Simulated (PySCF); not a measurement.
# C₆H₁₀ClNSi₂: vibronic structure

Aim: compute the vibronic structure of C₆H₁₀ClNSi₂ (`ClC[SiH2][SiH2]c1ccccn1`).

Computed with PySCF 2.14.0 and routines of our own; the level stands in each step. Atoms count from 0.

### 1 The starting structure

20 atoms, charge 0, multiplicity 1; geometry from: GFN2-xTB.

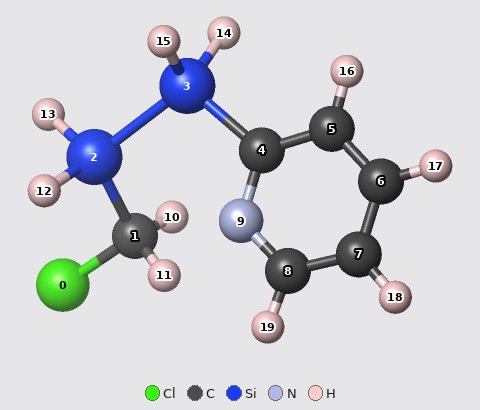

The starting geometry (chlorine green, carbon dark grey, silicon blue, nitrogen light blue, hydrogen pink).

### 2 Vibronic structure: TDDFT B3LYP/def2-SV(P)

What the job is given:

```
{"job": {"kind": "vib", "xc": "B3LYP", "basis": "def2-SV(P)", "tda": false}, "charge": 0, "multiplicity": 1}
Cl     3.988306     2.067611    -0.511507
C      2.515278     1.064186    -0.597972
Si     2.571993    -0.290860     0.754044
Si     0.770259    -1.725560     0.538612
C     -0.762279    -0.678131     0.151748
C     -1.988612    -1.181916    -0.268403
C     -3.036418    -0.308928    -0.505869
C     -2.827460     1.048079    -0.315116
C     -1.572252     1.461232     0.105413
N     -0.573206     0.628440     0.330345
H      2.481331     0.656425    -1.606062
H      1.670071     1.734500    -0.468756
H      2.663060     0.408098     2.039898
H      3.851946    -0.990439     0.564449
H      0.853602    -2.748420    -0.517770
H      0.466879    -2.485972     1.760225
H     -2.108614    -2.246228    -0.403938
H     -3.998681    -0.676159    -0.834513
H     -3.615500     1.764853    -0.487169
H     -1.354853     2.509867     0.269305
```

With the program's defaults for keys left out, this is: TDDFT B3LYP/def2-SV(P) vertical-gradient vibronic structure (displaced harmonic oscillators, Condon), gas phase.

Command:

```bash
OMP_NUM_THREADS=1 python excited_run.py task.json out
```

One launch serves the whole session: the jobs run in the order shown.

What it wrote:

```text
final grid: 80064 points
cycle   1  E = -1328.0359068365  dE =  1.183e+00  |g| = 3.775e-01  |ddm| = 4.905e+00
cycle   2  E = -1328.0325327108  dE =  3.374e-03  |g| = 4.152e-01  |ddm| = 1.097e+00
cycle   3  E = -1328.0760530239  dE = -4.352e-02  |g| = 9.698e-02  |ddm| = 5.949e-01
cycle   4  E = -1328.0776196115  dE = -1.567e-03  |g| = 4.693e-02  |ddm| = 1.285e-01
cycle   5  E = -1328.0781525979  dE = -5.330e-04  |g| = 1.308e-02  |ddm| = 6.844e-02
cycle   6  E = -1328.0781972965  dE = -4.470e-05  |g| = 4.513e-03  |ddm| = 2.016e-02
cycle   7  E = -1328.0782027171  dE = -5.421e-06  |g| = 6.909e-04  |ddm| = 5.292e-03
cycle   8  E = -1328.0782028372  dE = -1.202e-07  |g| = 2.005e-04  |ddm| = 1.031e-03
cycle   9  E = -1328.0782028461  dE = -8.856e-09  |g| = 7.932e-05  |ddm| = 2.736e-04
cycle  10  E = -1328.0782028476  dE = -1.539e-09  |g| = 3.399e-05  |ddm| = 1.228e-04
cycle  11  E = -1328.0782028479  dE = -3.015e-10  |g| = 8.901e-06  |ddm| = 4.459e-05
converged SCF energy = -1328.0782028479

Singlet excitations (eV, f): 4.581 (0.0036)  4.771 (0.0004)  5.355 (0.0062)  5.524 (0.0183)  5.611 (0.0284)  5.914 (0.0011)

State S1  4.5813 eV  f = 0.00360  H->L 0.97
  relaxed dipole 1.737 D, largest gradient of the excitation energy 0.0725 Eh/bohr
  mode    cm-1        S   lambda/meV  Raman
   17    597.2    1.6112     119.3   0.662
   31   1001.3    0.8380     104.0   0.969
   44   1573.4    0.3504      68.4   1.000
   35   1163.7    0.1961      28.3   0.306
   11    372.2    0.3760      17.4   0.060
   32   1093.2    0.1143      15.5   0.158
   39   1275.9    0.0928      14.7   0.174
   36   1171.6    0.0883      12.8   0.140
    5     94.4    0.9072      10.6   0.009
   12    401.5    0.2008      10.0   0.037
   34   1117.8    0.0666       9.2   0.096
   43   1554.1    0.0440       8.5   0.122
  reorganisation energy 0.4671 eV, total S 6.288, 0-0 4.1142 eV
  absorption maximum 4.526 eV, width 0.560 eV

State S4  5.5236 eV  f = 0.01835  H-1->L+1 0.53, H-2->L 0.25
  relaxed dipole 3.881 D, largest gradient of the excitation energy 0.0372 Eh/bohr
  mode    cm-1        S   lambda/meV  Raman
   18    648.2    0.7701      61.9   1.000
   36   1171.6    0.2239      32.5   0.950
   33   1093.9    0.1558      21.1   0.576
   43   1554.1    0.0803      15.5   0.599
   32   1093.2    0.1068      14.5   0.394
    4     60.9    1.6965      12.8   0.019
   31   1001.3    0.0702       8.7   0.217
    6    131.9    0.5227       8.5   0.028
   44   1573.4    0.0429       8.4   0.328
   25    750.4    0.0775       7.2   0.135
   42   1433.5    0.0380       6.8   0.241
   17    597.2    0.0911       6.7   0.100
  reorganisation energy 0.2702 eV, total S 5.128, 0-0 5.2534 eV
  absorption maximum 5.461 eV, width 0.406 eV

State S5  5.6108 eV  f = 0.02837  H-1->L+1 0.45, H-2->L 0.27, H-2->L+1 0.13
  relaxed dipole 5.211 D, largest gradient of the excitation energy 0.0455 Eh/bohr
  mode    cm-1        S   lambda/meV  Raman
   18    648.2    1.0700      86.0   1.000
    4     60.9    8.7021      65.7   0.072
   36   1171.6    0.1997      29.0   0.609
   44   1573.4    0.1326      25.9   0.730
   33   1093.9    0.1469      19.9   0.391
   32   1093.2    0.1130      15.3   0.300
   25    750.4    0.1514      14.1   0.190
   17    597.2    0.1469      10.9   0.117
   42   1433.5    0.0518       9.2   0.237
   43   1554.1    0.0472       9.1   0.253
   31   1001.3    0.0731       9.1   0.163
   10    356.9    0.1917       8.5   0.054
  reorganisation energy 0.3551 eV, total S 12.330, 0-0 5.2556 eV

State T1  3.9524 eV  f = 0.00000  H->L 0.79, H->L+1 0.16
  relaxed dipole 1.370 D, largest gradient of the excitation energy 0.0502 Eh/bohr
  mode    cm-1        S   lambda/meV  Raman
   31   1001.3    0.8147     101.1   1.000
   17    597.2    1.0694      79.2   0.467
   35   1163.7    0.1478      21.3   0.245
   39   1275.9    0.1314      20.8   0.262
   36   1171.6    0.1110      16.1   0.186
   32   1093.2    0.0859      11.6   0.126
   11    372.2    0.2420      11.2   0.041
    4     60.9    1.0923       8.2   0.005
   43   1554.1    0.0395       7.6   0.117
    5     94.4    0.6481       7.6   0.007
   38   1242.2    0.0432       6.7   0.082
   12    401.5    0.1046       5.2   0.021
  reorganisation energy 0.3309 eV, total S 4.968, 0-0 3.6215 eV
  absorption maximum 3.905 eV, width 0.454 eV
```

Run time: 2.6 min. Hardware: 1 thread of Arm Neoverse V1, shared host; peak memory 1.1 GiB.

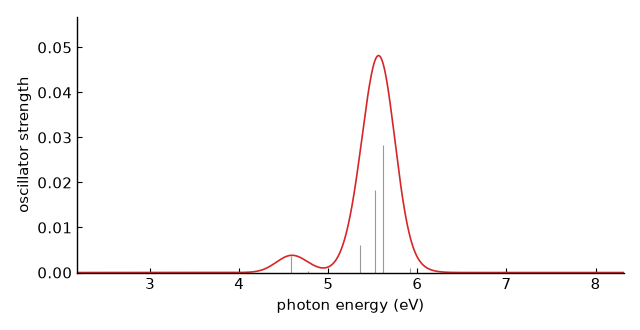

Absorption lines of the singlets. Lines are broadened to a width of 0.40 eV (Gaussian).

### 3 Vibronic structure: TDDFT BLYP/6-31G

Settings changed since step 2:

```diff
@@ -1,2 +1,2 @@
-{"job": {"kind": "vib", "xc": "B3LYP", "basis": "def2-SV(P)", "tda": false}, "charge": 0, "multiplicity": 1}
+{"job": {"kind": "vib", "xc": "BLYP", "basis": "6-31G", "tda": false, "nstates": 10, "grid": 3, "scf": {"max_cycle": 3}, "maxiter": 30}, "charge": 0, "multiplicity": 1}
 Cl     3.988306     2.067611    -0.511507
```

Level: TDDFT BLYP/6-31G vertical-gradient vibronic structure (displaced harmonic oscillators, Condon), gas phase.

What it wrote:

```text
final grid: 253936 points
cycle   1  E = -1328.1546242882  dE =  1.169e+00  |g| = 4.874e-01  |ddm| = 4.638e+00
cycle   2  E = -1328.0895275720  dE =  6.510e-02  |g| = 6.884e-01  |ddm| = 1.852e+00
cycle   3  E = -1328.2228774523  dE = -1.333e-01  |g| = 1.458e-01  |ddm| = 1.200e+00
SCF not converged, last energy = -1328.2228774523
```

Wall time 13 s (1 thread of Arm Neoverse V1, shared host); peak memory 0.78 GiB.

Why it failed: The cap of 3 cycles ended the SCF at a gradient of 1.5e-01. Cure: raise the cap. Numbers printed on the way are no properties of the molecule.

### 4 What came out

| quantity | value |
| --- | --- |
| S1: vertical, reorganisation, 0-0, total S (step 2, TDDFT B3LYP/def2-SV(P), modes from GFN2-xTB) | 4.58, 0.47, 4.11 eV; 6.3 |
| S4: vertical, reorganisation, 0-0, total S (step 2, TDDFT B3LYP/def2-SV(P), modes from GFN2-xTB) | 5.52, 0.27, 5.25 eV; 5.1 |
| S5: vertical, reorganisation, 0-0, total S (step 2, TDDFT B3LYP/def2-SV(P), modes from GFN2-xTB) | 5.61, 0.36, 5.26 eV; 12.3 |
| runs | 1 failed, 0 ended on unsound input |

**Reading.** In step 2 the harmonic model is doubtful. The vibronic model keeps the ground-state modes (from xTB) and shifts them along the gradient alone, so it can miss much of the relaxation that a full optimisation finds.
